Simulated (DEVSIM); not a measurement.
Structure: Schottky contact on n-type GaSb, at 300 K.

| layer (left to right) | material | thickness (μm) | Nd (cm⁻³) | τn (s) | τp (s) |
|---|---|---|---|---|---|
| 1 | GaSb | 0.790 | 1.6e15 | 3.6e-8 | 3.6e-8 |

Left contact: Schottky, work function 4.52 eV, emission velocity 2.5e6 cm/s. Right contact: ohmic. Voltage is applied to the left contact. Recombination: SRH at mid-gap. Mobility is constant in doping.

The device is made up for the run: typed textbook-type constants, with dimensions and the other settings drawn at random. Values at 300 K.

```csv
parameter,GaSb
gap (eV),0.726
affinity (eV),4.06
permittivity,15.7
Nc (cm⁻³),2.1e17
Nv (cm⁻³),1.8e19
μn (cm²/Vs),5000
μp (cm²/Vs),850
```

Simulated with DEVSIM: 1D drift-diffusion, Boltzmann statistics, complete ionisation; no tunnelling, impact ionisation, image-force lowering or self-heating. Metal contacts follow the ideal Schottky-Mott rule: no Fermi-level pinning, no interface dipoles.

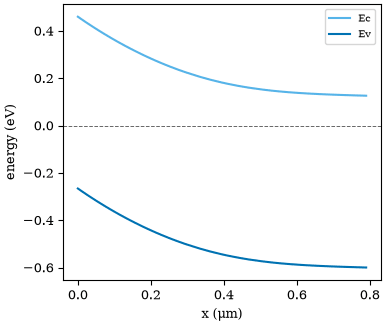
Fig. 1. Band edges at zero bias

Energies count from the Fermi level of the right contact; mesh points crowd at the junctions.

```json
[
 {"x (μm)": "0.000", "Ec (eV)": "0.460", "Ev (eV)": "-0.266", "n (cm⁻³)": "3.9e9", "p (cm⁻³)": "6.1e14", "field (V/cm)": "-11000"},
 {"x (μm)": "0.006617", "Ec (eV)": "0.453", "Ev (eV)": "-0.273", "n (cm⁻³)": "5.2e9", "p (cm⁻³)": "4.6e14", "field (V/cm)": "-11000"},
 {"x (μm)": "0.01653", "Ec (eV)": "0.442", "Ev (eV)": "-0.284", "n (cm⁻³)": "7.8e9", "p (cm⁻³)": "3.1e14", "field (V/cm)": "-10000"},
 {"x (μm)": "0.02741", "Ec (eV)": "0.431", "Ev (eV)": "-0.295", "n (cm⁻³)": "1.2e10", "p (cm⁻³)": "2.0e14", "field (V/cm)": "-10000"},
 {"x (μm)": "0.04923", "Ec (eV)": "0.409", "Ev (eV)": "-0.317", "n (cm⁻³)": "2.8e10", "p (cm⁻³)": "8.6e13", "field (V/cm)": "-9800"},
 {"x (μm)": "0.06856", "Ec (eV)": "0.391", "Ev (eV)": "-0.335", "n (cm⁻³)": "5.7e10", "p (cm⁻³)": "4.2e13", "field (V/cm)": "-9400"},
 {"x (μm)": "0.09750", "Ec (eV)": "0.364", "Ev (eV)": "-0.362", "n (cm⁻³)": "1.6e11", "p (cm⁻³)": "1.5e13", "field (V/cm)": "-8900"},
 {"x (μm)": "0.1416", "Ec (eV)": "0.327", "Ev (eV)": "-0.399", "n (cm⁻³)": "6.7e11", "p (cm⁻³)": "3.6e12", "field (V/cm)": "-8100"},
 {"x (μm)": "0.1930", "Ec (eV)": "0.288", "Ev (eV)": "-0.438", "n (cm⁻³)": "3.0e12", "p (cm⁻³)": "7.9e11", "field (V/cm)": "-7100"},
 {"x (μm)": "0.2495", "Ec (eV)": "0.251", "Ev (eV)": "-0.475", "n (cm⁻³)": "1.3e13", "p (cm⁻³)": "1.9e11", "field (V/cm)": "-6100"},
 {"x (μm)": "0.3341", "Ec (eV)": "0.206", "Ev (eV)": "-0.520", "n (cm⁻³)": "7.2e13", "p (cm⁻³)": "3.3e10", "field (V/cm)": "-4500"},
 {"x (μm)": "0.4406", "Ec (eV)": "0.167", "Ev (eV)": "-0.559", "n (cm⁻³)": "3.2e14", "p (cm⁻³)": "7.4e9", "field (V/cm)": "-2800"},
 {"x (μm)": "0.5288", "Ec (eV)": "0.148", "Ev (eV)": "-0.578", "n (cm⁻³)": "6.9e14", "p (cm⁻³)": "3.5e9", "field (V/cm)": "-1700"},
 {"x (μm)": "0.5877", "Ec (eV)": "0.140", "Ev (eV)": "-0.586", "n (cm⁻³)": "9.5e14", "p (cm⁻³)": "2.5e9", "field (V/cm)": "-1100"},
 {"x (μm)": "0.6541", "Ec (eV)": "0.133", "Ev (eV)": "-0.593", "n (cm⁻³)": "1.2e15", "p (cm⁻³)": "2.0e9", "field (V/cm)": "-750"},
 {"x (μm)": "0.6873", "Ec (eV)": "0.131", "Ev (eV)": "-0.595", "n (cm⁻³)": "1.3e15", "p (cm⁻³)": "1.8e9", "field (V/cm)": "-620"},
 {"x (μm)": "0.7174", "Ec (eV)": "0.130", "Ev (eV)": "-0.596", "n (cm⁻³)": "1.4e15", "p (cm⁻³)": "1.7e9", "field (V/cm)": "-530"},
 {"x (μm)": "0.7376", "Ec (eV)": "0.129", "Ev (eV)": "-0.598", "n (cm⁻³)": "1.5e15", "p (cm⁻³)": "1.7e9", "field (V/cm)": "-490"},
 {"x (μm)": "0.7603", "Ec (eV)": "0.127", "Ev (eV)": "-0.599", "n (cm⁻³)": "1.5e15", "p (cm⁻³)": "1.6e9", "field (V/cm)": "-460"},
 {"x (μm)": "0.7717", "Ec (eV)": "0.127", "Ev (eV)": "-0.599", "n (cm⁻³)": "1.5e15", "p (cm⁻³)": "1.6e9", "field (V/cm)": "-450"},
 {"x (μm)": "0.7807", "Ec (eV)": "0.127", "Ev (eV)": "-0.600", "n (cm⁻³)": "1.6e15", "p (cm⁻³)": "1.5e9", "field (V/cm)": "-450"},
 {"x (μm)": "0.7900", "Ec (eV)": "0.126", "Ev (eV)": "-0.600", "n (cm⁻³)": "1.6e15", "p (cm⁻³)": "1.5e9", "field (V/cm)": "-450"}
]
```
